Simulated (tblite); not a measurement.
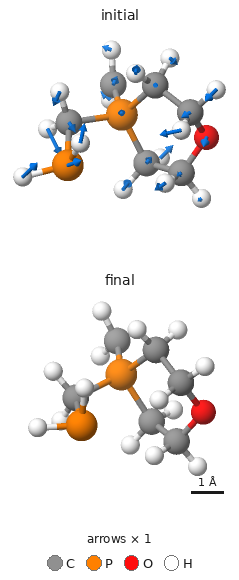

The structure of C$_{6}$H$_{14}$OP$_{2}$ before (top) and after (bottom) a relaxation, at one scale. The blue arrows give the displacements, at their true length.

A ball-and-stick model, seen from a free direction.

These are results of tblite 0.8.0, GFN2-xTB geometry optimisation, gas phase, not measurements. 

Question: Describe what moved and what it gained.

Answer: The atom that moves furthest after the best rigid fit is an H atom (0.98 Å). Largest moves by element: H 0.98 Å, P 0.66 Å, O 0.47 Å, C 0.40 Å. Among the contacts that change: H–P 1.474 → 1.394 Å, C–P 1.818 → 1.895 Å, C–P 1.645 → 1.699 Å, C–P 1.789 → 1.830 Å. Among the angles between lasting bonds that change: C–P–C 103.6° → 126.6°, H–P–H 106.6° → 91.5°, P–C–P 112.4° → 124.9°. Groups turn about C–P by about 30°, C–P by about 25°, C–P by about 20°. Over 149 geometry steps the energy falls by 36.5 kcal/mol.
